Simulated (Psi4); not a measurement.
# [SiF3]− (SMILES F[Si-](F)F): B97-1/6-31+G(d,p) (density fitting, Cartesian functions)

What is the energy change on altering one bond length of [SiF3]− at B97-1/6-31+G** (density fitting, Cartesian functions)? 

The calculation is run with Psi4 1.11.

3 further runs of the same task are left out: 1 that didn't finish, 2 set aside as unsound or not needed.

## 1. Starting point

[SiF3]−: 4 atoms, total charge -1, spin state singlet. As SMILES, `F[Si-](F)F`. Geometry: relaxed at GFN2-xTB.

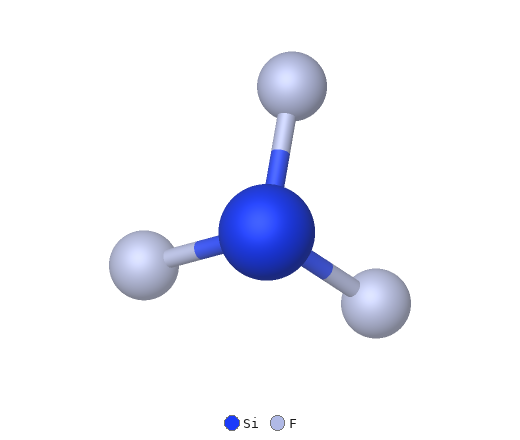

The structure, seen from a chosen angle (silicon blue, fluorine light blue).

## 2. A single-point energy at B97-1/6-31+G(d,p) (density fitting, Cartesian functions)

File f3si.in:

```
memory 1600 mb

molecule system {
  -1 1
  Si    -0.004470     0.005770     0.685050
  F      1.428310    -0.030960    -0.216950
  F     -0.687310     1.250250    -0.242810
  F     -0.736530    -1.225060    -0.225300
  units angstrom
}

set basis 6-31+G**
set scf_type disk_df

energy_value = energy('b97-1')
print_variables()
```

Started as:

```bash
psi4 -n 1 f3si.in f3si.out
```

f3si.out:

```text
[...]
  Running in c1 symmetry.
[...]
  Nuclear repulsion =  169.961163950126291
[...]
  Multiplicity = 1
[...]
  Nalpha       = 21
  Nbeta        = 21
[...]
    Number of basis functions: 80
[...]
   @DF-RKS iter   1:  -588.93174465239008   -6.47035e-01   9.30656e-03 DIIS/ADIIS
[...]
   @DF-RKS iter   8:  -589.13194943941289   -2.42381e-08   3.24119e-07 DIIS
[...]
    Orbital Energies [Eh]
    ---------------------
    Doubly Occupied:
       1A    -65.999218     2A    -24.490126     3A    -24.489722
       4A    -24.489429     5A     -5.136258     6A     -3.484369
       7A     -3.484362     8A     -3.479120     9A     -0.978541
      10A     -0.950037    11A     -0.949407    12A     -0.344342
      13A     -0.265116    14A     -0.264843    15A     -0.239631
      16A     -0.217361    17A     -0.217185    18A     -0.184444
      19A     -0.184123    20A     -0.175613    21A     -0.036439
[...]
  @DF-RKS Final Energy:  -589.13194943941289
   => Energetics <=
    Nuclear Repulsion Energy =            169.9611639501262914
    One-Electron Energy =               -1168.1311384208124764
    Two-Electron Energy =                 450.8342313587112926
    DFT Exchange-Correlation Energy =     -41.7962063274380995
    Empirical Dispersion Energy =           0.0000000000000000
    VV10 Nonlocal Energy =                  0.0000000000000000
    Total Energy =                       -589.1319494394128924
[...]
 Multipole Moments:
 ------------------------------------------------------------------------------------
     Multipole            Electronic (a.u.)      Nuclear  (a.u.)        Total (a.u.)
 ------------------------------------------------------------------------------------
 L = 1.  Multiply by 2.5417464519 to convert [e a0] to [Debye]
 Dipole X            :          0.0122507           -0.0056406            0.0066101
 Dipole Y            :         -0.0061371            0.0072811            0.0011440
 Dipole Z            :         -1.0009753            0.8644599           -0.1365153
 Magnitude           :                                                    0.1366801
[...]
```

Run time: 4.8 s. Hardware: 1 thread of Intel Xeon Platinum 8488C (Sapphire Rapids), shared host; peak memory 0.4 GiB.

## 3. The distorted shape at the same level

File job.py:

```python
import psi4

psi4.set_memory('1600 MB')
psi4.set_num_threads(1)
psi4.set_output_file('f3si.out', False)

molecule = psi4.geometry("""
-1 1
Si    -0.27919192     0.01784468     1.46500262
F      2.69911472    -0.05850592    -0.40997608
F     -1.56957250     2.36957105    -0.28839866
F     -1.66258482    -2.30808692    -0.25530956
units bohr
""")

psi4.set_options({
    'reference': 'rks',
    'scf_type': 'disk_df',
})

e, wfn = psi4.energy('b97-1/6-31+G**', return_wfn=True)
print(f'b97-1/6-31+G** energy: {e:.10f} Eh')
for k, v in sorted(psi4.core.scalar_variables().items()):
    print(f'{k:45s} {v:18.10f}')
```

Started as:

```bash
python job.py
```

f3si.out:

```text
[...]
  Running in c1 symmetry.
[...]
  Nuclear repulsion =  164.700934565462234
[...]
  Multiplicity = 1
[...]
  Nalpha       = 21
  Nbeta        = 21
[...]
    Number of basis functions: 80
[...]
   @DF-RKS iter   1:  -588.92188575845103   -7.39359e-01   9.41408e-03 ADIIS/DIIS
[...]
   @DF-RKS iter   8:  -589.12623168543541   -1.73648e-08   6.37972e-07 DIIS
[...]
    Orbital Energies [Eh]
    ---------------------
    Doubly Occupied:
       1A    -66.012880     2A    -24.499146     3A    -24.498809
       4A    -24.466626     5A     -5.147917     6A     -3.495990
       7A     -3.495818     8A     -3.490929     9A     -0.978601
      10A     -0.957770    11A     -0.913543    12A     -0.342620
      13A     -0.267389    14A     -0.250622    15A     -0.238463
      16A     -0.211249    17A     -0.206274    18A     -0.190341
      19A     -0.165192    20A     -0.162696    21A     -0.049056
[...]
  @DF-RKS Final Energy:  -589.12623168543541
   => Energetics <=
    Nuclear Repulsion Energy =            164.7009345654622336
    One-Electron Energy =               -1157.6574172968339553
    Two-Electron Energy =                 445.5914506362988732
    DFT Exchange-Correlation Energy =     -41.7611995903625868
    Empirical Dispersion Energy =           0.0000000000000000
    VV10 Nonlocal Energy =                  0.0000000000000000
    Total Energy =                       -589.1262316854354140
[...]
 Multipole Moments:
 ------------------------------------------------------------------------------------
     Multipole            Electronic (a.u.)      Nuclear  (a.u.)        Total (a.u.)
 ------------------------------------------------------------------------------------
 L = 1.  Multiply by 2.5417464519 to convert [e a0] to [Debye]
 Dipole X            :         -0.2828457           -0.0508390           -0.3336847
 Dipole Y            :          0.0014403            0.0084398            0.0098801
 Dipole Z            :         -0.7961506            0.8929143            0.0967637
 Magnitude           :                                                    0.3475720
[...]
```

The script printed:

```text
b97-1/6-31+G** energy: -589.1262316854 Eh
CURRENT ENERGY                                   -589.1262316854
CURRENT REFERENCE ENERGY                         -589.1262316854
DD SOLVATION ENERGY                                 0.0000000000
DFT FUNCTIONAL TOTAL ENERGY                      -589.1262316854
DFT TOTAL ENERGY                                 -589.1262316854
DFT VV10 ENERGY                                     0.0000000000
DFT XC ENERGY                                     -41.7611995904
GRID ELECTRONS ALPHA                               20.9999778854
GRID ELECTRONS BETA                                20.9999778854
GRID ELECTRONS TOTAL                               41.9999557707
NUCLEAR REPULSION ENERGY                          164.7009345655
ONE-ELECTRON ENERGY                             -1157.6574172968
PCM POLARIZATION ENERGY                             0.0000000000
PE ENERGY                                           0.0000000000
SCF ITERATION ENERGY                             -589.1262316854
SCF ITERATIONS                                      8.0000000000
SCF TOTAL ENERGY                                 -589.1262316854
TWO-ELECTRON ENERGY                               445.5914506363
XC GRID RADIAL POINTS                              75.0000000000
XC GRID SPHERICAL POINTS                          302.0000000000
XC GRID TOTAL POINTS                            88505.0000000000
```

Wall time 4.2 s (1 thread of Intel Xeon Platinum 8488C (Sapphire Rapids), shared host); peak memory 0.4 GiB.

## 4. Outcome

At B97-1/6-31+G** (density fitting, Cartesian functions):

```
                                                              quantity          value
                                             first shape: total energy  -589.13195 Eh
                                              first shape: HOMO energy       -0.99 eV
                                              first shape: LUMO energy        4.50 eV
    first shape: HOMO–LUMO gap (to an unbound level, set by the basis)        5.49 eV
                                         distorted shape: total energy  -589.12623 Eh
                                          distorted shape: HOMO energy       -1.33 eV
                                          distorted shape: LUMO energy        4.38 eV
distorted shape: HOMO–LUMO gap (to an unbound level, set by the basis)        5.71 eV
    energy change with the Si1–F2 bond stretched from 1.693 to 1.863 Å       0.156 eV
```

What this shows: With the Si1–F2 bond stretched from 1.693 to 1.863 Å the energy rises by 0.16 eV (3.6 kcal/mol). The first shape isn't relaxed at this level, so the change isn't measured from a minimum.
